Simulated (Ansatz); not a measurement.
## Electronic structure of Cl2H3InO2 in real space

Input

```
crystal:
  periodic: [false, false, false]
  atoms:
    - { symbol: In, position_ang: [0.065207, 0.209765, -0.173572] }
    - { symbol: Cl, position_ang: [-0.078409, 0.259255, 2.239618] }
    - { symbol: Cl, position_ang: [2.05504, 0.838722, -1.174358] }
    - { symbol: O, position_ang: [-1.60067, -0.124149, -1.189392] }
    - { symbol: H, position_ang: [-2.342258, -0.262567, -0.584967] }
    - { symbol: O, position_ang: [0.549219, -2.716177, 0.953039] }
    - { symbol: H, position_ang: [-0.272427, -3.218559, 0.88527] }
    - { symbol: H, position_ang: [0.450097, -2.217589, 1.796564] }
basis:
  gaussian: { orbitals: def2-SVP }
hamiltonian:
  xc: pbe0
  dispersion: d4
relax:
  f_tol: 0.03
  max_steps: 50
output:
  orbitals: {}
```

Run with:

```sh
ansatz run input.yaml --threads 2 --pin off --max-ram 3072MiB --backend cpu --events-out ev --progress --plain --runs-dir out
```

The fields are those of the run's last geometry, not of the input's.

Core potentials replace the inner electrons of In.

All numbers below come from Ansatz 0.2.0, RKS PBE0-D4/def2-SVP.

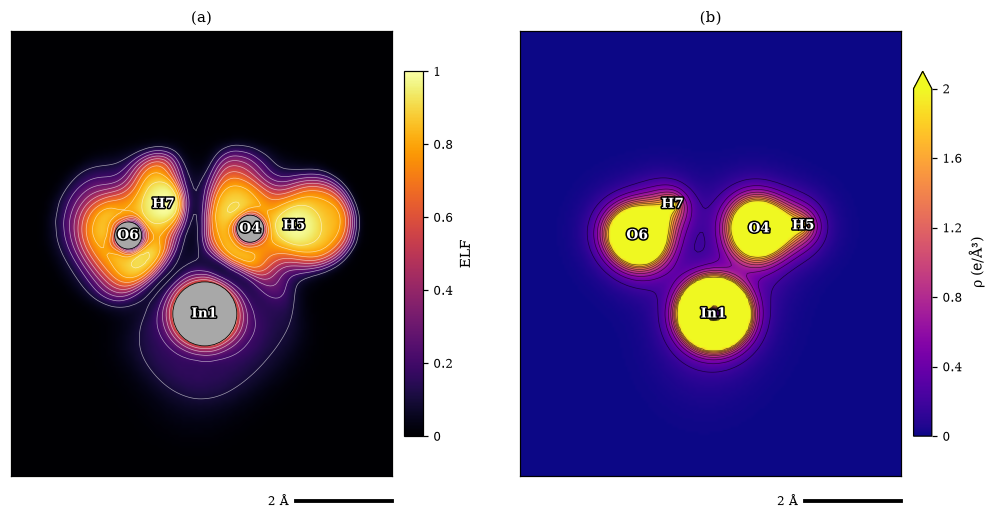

Figure 1. (a) ELF; (b) electron density on the plane of atoms In1, O6 and H7. Grey discs cover the atomic cores in the ELF map.

### What does the map show?

Atoms in the plane: In, O and H.
In–O (2.02 Å): ρ is about 0.66 e/Å³ halfway; the ELF peaks at about 0.85 in the valence shell of O, 0.6 Å from its nucleus, and drops to about 0.10 between the two atoms.
O–H (0.96 Å): ρ is about 3.6 e/Å³ halfway; the ELF climbs to about 1 towards the hydrogen, as it does in any bond to H; a covalent bond by its length.
In–O (2.29 Å): ρ at the midpoint is about 0.35 e/Å³; the ELF peaks at about 0.90 in the valence shell of O, 0.6 Å from its nucleus, and drops to about 0.10 between the two atoms.
The ELF also peaks beside O4, away from the bonds: lone-pair regions.

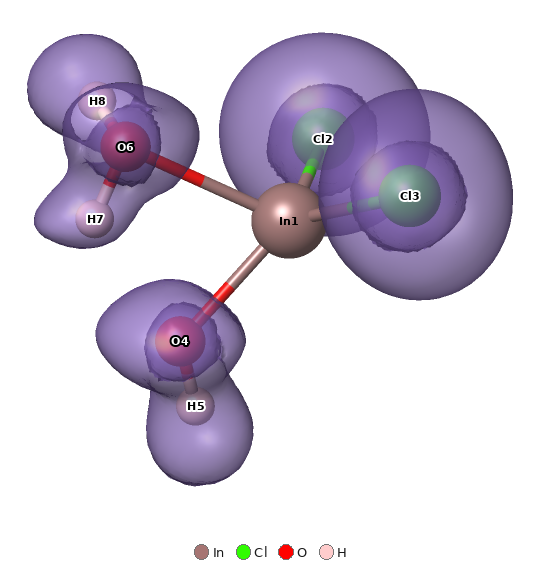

Figure 2. Isosurface of the ELF at 0.75 (purple), seen across its widest extent. Core shells and regions of very low density are left out.

### Where are the electrons localised?

The ELF exceeds this value in two regions wrapped around Cl (the valence shell of each) and two joined regions spread over several atoms (H, O), in which their bonds and any lone pairs are merged. Along the contacts the grid gives the following. In–Cl (2.33 Å): the ELF peaks at about 0.80 in the valence shell of Cl, 0.8 Å from its nucleus, and drops to about 0.15 between the two atoms.

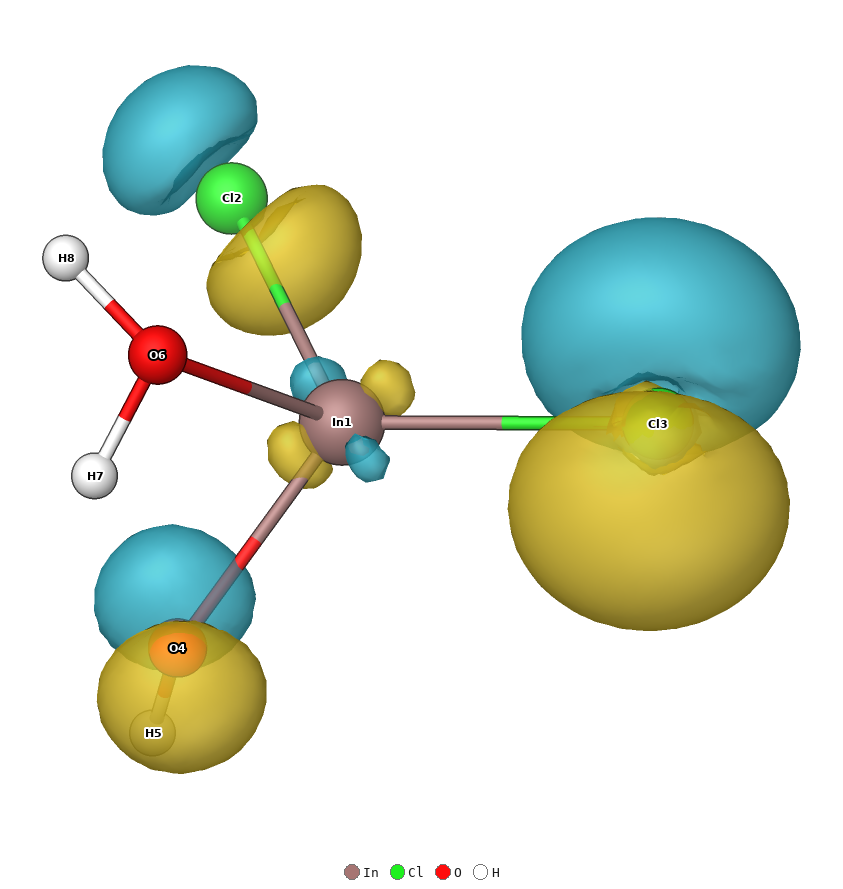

Figure 3. The HOMO−1 at ±0.15 Å⁻³ᐟ² (yellow and cyan are the two phases), seen at a tilt.

### Describe this orbital and give its energy.

By Hirshfeld shares it lies mainly on Cl3 (about 70 %), O4 (about 15 %), Cl2 (about 10 %) and In1 (about 5 %); largely a lone pair of Cl3. Its energy is −8.64 eV.

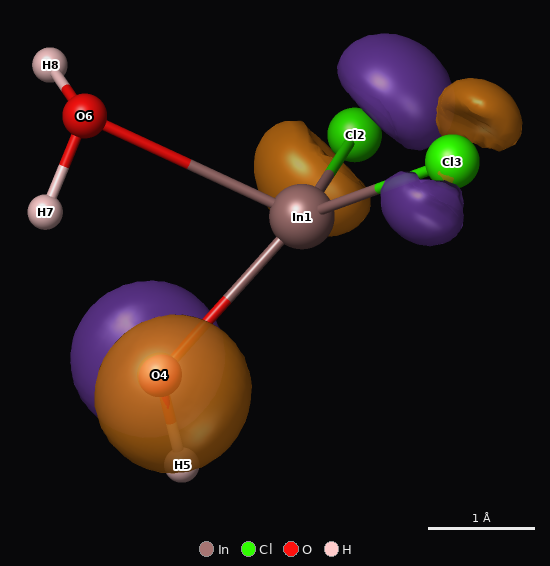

Figure 4. The HOMO at ±0.2 Å⁻³ᐟ² (orange and purple are the two phases), seen at a tilt.

### What is the character of this orbital?

Its weight (Hirshfeld) is mainly on O4 (about 55 %), Cl2 (about 20 %) and Cl3 (about 10 %). Its energy is −8.56 eV.
